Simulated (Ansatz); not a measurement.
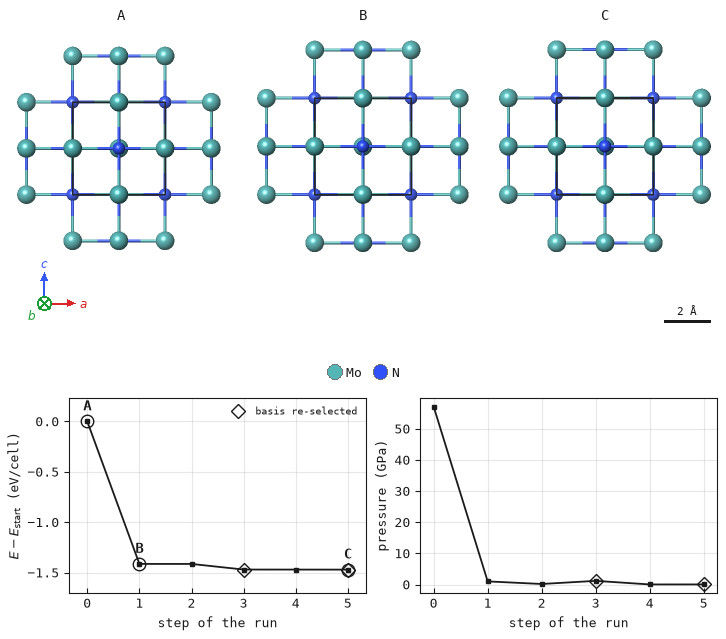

Frames of a relaxation of solid Mo3N4 (a generated structure, set up in Pm-3m) (coarse preliminary run), marked on the history of the run. The picture is a ball-and-stick view of the cell of the calculation, seen along the b axis.

These are results of DFT PBE, scalar-relativistic, plane waves, PAW in Ansatz 0.2.0, not measurements.

The input:
```yaml
crystal:
  lattice:
    - [4.0192176623, 0.0, 0.0]
    - [0.0, 4.0192176623, 0.0]
    - [0.0, 0.0, 4.0192176623]
  atoms:
    - { symbol: Mo, position: [0.5, 0.5, 0.0] }
    - { symbol: Mo, position: [0.0, 0.5, 0.5] }
    - { symbol: Mo, position: [0.5, 0.0, 0.5] }
    - { symbol: "N", position: [0.5, 0.5, 0.5] }
    - { symbol: "N", position: [0.5, 0.0, 0.0] }
    - { symbol: "N", position: [0.0, 0.5, 0.0] }
    - { symbol: "N", position: [0.0, 0.0, 0.5] }
basis:
  ecutwfc: 420
kpoints:
  mp_grid: { grid: [6, 6, 6] }
hamiltonian:
  xc: pbe
scf:
  occupations: { method: gaussian, width: 0.1 }
output:
  forces: true
  stress: true
  eigenvalues: true
relax:
  adjacent_minimum: "off"
  f_tol: 0.05
  max_steps: 80
  cell: { stress_tol: 0.5 }
```

Run as
```bash
ansatz run input.yaml --threads 4 --pin off --max-ram 12288MiB --backend cpu --events-out ev --progress --plain --runs-dir out
```

Describe the path.

Answer. The atoms keep their places relative to the cell (all moves are under 0.005 Å). The drawn cell changes as follows: a = b = c 4.019 → 4.203 Å (+4.6 %); the volume changes by +14.3 %. Near-neighbour distances that change, for instance: Mo1–Mo2 2.842 → 2.972 Å, Mo1–N4 2.010 → 2.101 Å. The space group stays Pm-3m (No. 221). After 3 accepted moves (5 points after the start) the energy has fallen by 1.470 eV per cell of the calculation. All forces vanish by symmetry, so only the cell relaxes. Pressure: 57.11 GPa at the start and 0.05 GPa at the end. At 2 points the geometry stayed and the basis and grid were re-selected for the new cell (energy shift of 55.7 meV per cell of the calculation at most each time). The run took 4.3 s on 4 threads of Intel(R) Xeon(R) 6975P-C (Granite Rapids) (shared host), peak memory 0.44 GiB. From step 0 to 1: volume +13.6 %, energy −1.413 eV per cell of the calculation. From step 1 to 5: volume +0.6 %, energy −56.6 meV per cell of the calculation.

```csv
step,"E − E(0), meV/atom","pressure, GPa","volume, Å³/atom",note
0,0.00,57.11,9.275,
1,-201.91,1.02,10.539,
2,-201.93,0.19,10.566,
3,-209.89,1.20,10.566,"same geometry, new basis"
4,-209.92,0.05,10.604,
5,-209.99,0.05,10.604,"same geometry, new basis"
```
